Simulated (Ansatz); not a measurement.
# BrH3OSn: single point from an input written key by key

Wanted for BrH3OSn: a single point from an input written key by key. SMILES: [OH][SnH2][Br].

Computed with Ansatz 0.2.0 through its Python package. Level of theory: r2SCAN/def2-SVP.

## (1) The system

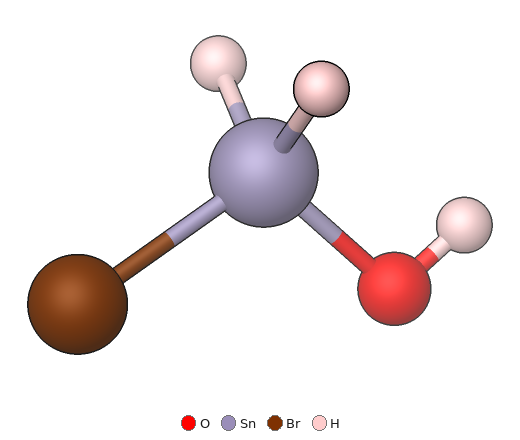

The starting structure, viewed from a chosen angle; oxygen red, tin purple, bromine brown, hydrogen pink.

No structure file is read: the coordinates are typed or built in the script.

## (2) Script

Input file run_deck.py:

```python
"""Run BrH3OSn from an input written out key by key."""

import ansatz as az
import numpy as np

deck = {
    "crystal": {
        "periodic": [False, False, False],
        "atoms": [
            {"symbol": "O", "position_ang": [-1.2245, -0.9132, -0.5022]},
            {"symbol": "Sn", "position_ang": [0.2995, 0.146, 0.122]},
            {"symbol": "Br", "position_ang": [2.0544, -1.4567, 0.871]},
            {"symbol": "H", "position_ang": [-1.8462, -0.1619, -0.7958]},
            {"symbol": "H", "position_ang": [0.9269, 1.1296, -1.1996]},
            {"symbol": "H", "position_ang": [-0.1681, 1.1921, 1.4584]},
        ],
    },
    "basis": {"gaussian": {"orbitals": "def2-SVP"}},
    "hamiltonian": {"xc": "r2scan"},
    "output": {"forces": True},
}
session = az.Session.from_dict(deck)
report = session.plan(threads=1).execute().report

for key in ("converged", "free_energy_ev", "reference_energy_ev", "n_frozen", "n_occupied", "n_virtual"):
    print(f"{key:22s} {report[key]}")
symbols = ["O", "Sn", "Br", "H", "H", "H"]

print("forces (eV/A)")
for symbol, f in zip(symbols, report["forces_ev_ang"]):
    print(f"  {symbol:2s} {f[0]:9.4f} {f[1]:9.4f} {f[2]:9.4f}")
charges = report["charge_distribution"]
print("dipole moment", round(4.803205 * float(np.linalg.norm(charges["dipole_moment_e_ang"])), 3), "D")
print("Mulliken:", [(s, round(q, 3)) for s, q in zip(symbols, charges["mulliken_charges_e"])])
```

## (3) Launch

Run with:

```console
$ python run_deck.py
```

Output:

```text
converged              True
free_energy_ev         -77965.21728184898
reference_energy_ev    -77965.21728184898
n_frozen               0
n_occupied             [34, 34]
n_virtual              [53, 53]
forces (eV/A)
  O    -1.7385    1.3565   -0.7720
  Sn    1.0074    1.2344    0.3341
  Br   -0.1248    0.0370   -0.0412
  H     0.8550   -1.7912    0.4252
  H    -0.1299   -0.4065    0.3533
  H     0.1307   -0.4302   -0.2993
dipole moment 3.123 D
Mulliken: [('O', -0.474), ('Sn', 0.723), ('Br', -0.278), ('H', 0.21), ('H', -0.091), ('H', -0.09)]
```

It took 4 s on 1 thread of AMD EPYC 7B13 (Zen 3), shared host; peak memory 0.2 GiB.

## (4) The run's own record

From the engine's report, whether the script printed it or not:

```csv
item,value
SCF cycles in all,17
orbitals,87
total energy (eV),-77965.21728
```

## (5) Again, from the shell

Run from a file, the same calculation prints its log.

Input file input.yaml:

```yaml
crystal:
  periodic: [false, false, false]
  atoms:
    - { symbol: O, position_ang: [-1.2245, -0.9132, -0.5022] }
    - { symbol: Sn, position_ang: [0.2995, 0.146, 0.122] }
    - { symbol: Br, position_ang: [2.0544, -1.4567, 0.871] }
    - { symbol: H, position_ang: [-1.8462, -0.1619, -0.7958] }
    - { symbol: H, position_ang: [0.9269, 1.1296, -1.1996] }
    - { symbol: H, position_ang: [-0.1681, 1.1921, 1.4584] }
basis:
  gaussian: { orbitals: def2-SVP }
hamiltonian:
  xc: r2scan
output:
  forces: true
```

Run with:

```console
$ ansatz run input.yaml --threads 1 --pin off --max-ram 4096MiB --backend cpu --events-out ev --progress --plain --runs-dir out
```

Output (excerpt; [...] marks lines left out):

```text
Warning: RAYON_NUM_THREADS=1 ignored (pool sized by the plan → 1); use --threads N
[...]
Functional definition: r2SCAN
[...]
953 factors; their error is unknown
[...]
mean field -77965.21727163 eV, -2865.1688880102 hartree, gradient 3.5e-5 eV, S^2 0.000000; 0 other end points of the search recorded, 0 dependent functions left out
[...]
reference -77965.21728185 eV, -2865.1688883856 hartree; 34, 34 occupied and 53, 53 virtual orbitals, 953 factors
Total energy: -77965.21728185 eV, -2865.1688883856 hartree
Atom 0 at    -1.224500    -0.913200    -0.502200 Å, force    -1.738475     1.356455    -0.771987 eV/Å
Atom 1 at     0.299500     0.146000     0.122000 Å, force     1.007443     1.234448     0.334052 eV/Å
Atom 2 at     2.054400    -1.456700     0.871000 Å, force    -0.124767     0.036965    -0.041205 eV/Å
Atom 3 at    -1.846200    -0.161900    -0.795800 Å, force     0.854950    -1.791178     0.425202 eV/Å
Atom 4 at     0.926900     1.129600    -1.199600 Å, force    -0.129900    -0.406461     0.353259 eV/Å
Atom 5 at    -0.168100     1.192100     1.458400 Å, force     0.130748    -0.430229    -0.299323 eV/Å
Dipole moment:    -0.260257     0.584818    -0.114511 e Å
```

Wall time 3.8 s (1 thread of AMD EPYC 7B13 (Zen 3), shared host); peak memory 0.15 GiB.

Script and command line differ by 0.000 meV in the energy.

## (6) What came out

| quantity | value |
| --- | --- |
| total energy | -77965.2173 eV |
| largest force | 2.336 eV/Å |
| dipole moment | 3.12 D |

In words: Forces reach 2.34 eV/Å, so the atoms aren't at rest. Caveats:
- The geometry is a force-field or estimated start, not a minimum of this method, and the basis set is short of its limit.
- def2 sets replace the cores of elements past krypton by effective core potentials.
